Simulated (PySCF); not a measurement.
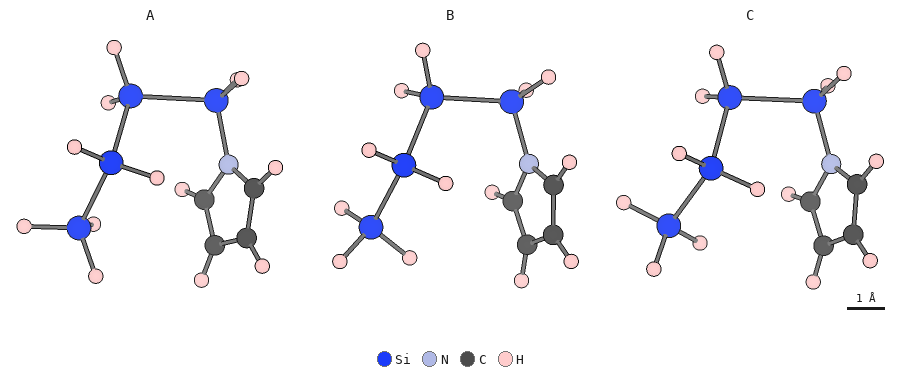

3 geometries from one relaxation of C4H13NSi4, in shuffled order. A ball-and-stick model, seen face on.

The start comes from GFN2-xTB. Its atoms were then displaced at random by about 0.01 Å.

These are results of PBE0-D3(BJ)/def2-SVP geometry optimisation, gas phase in PySCF, not measurements. 

Q: Order the frames from highest to lowest energy.

A: B, C, A. They are steps 0, 14, 24, at +40.9 kJ/mol, +3.02 kJ/mol relative to the last. The largest move after the best rigid fit is that of an H atom, 1.60 Å. Largest moves by element: H 1.60 Å, C 0.36 Å, Si 0.30 Å, N 0.07 Å. Near-neighbour distances that change, for instance: Si–Si 2.269 → 2.347 Å, H–Si 1.432 → 1.498 Å, H–Si 1.459 → 1.498 Å, Si–Si 2.309 → 2.348 Å. Among the angles between lasting bonds that change: Si–Si–Si 113.9° → 103.1°, N–Si–H 103.1° → 110.0°, H–Si–H 102.0° → 108.0°. Groups turn about Si–Si by about 60°. After 24 geometry steps the energy has fallen by 40.9 kJ/mol.
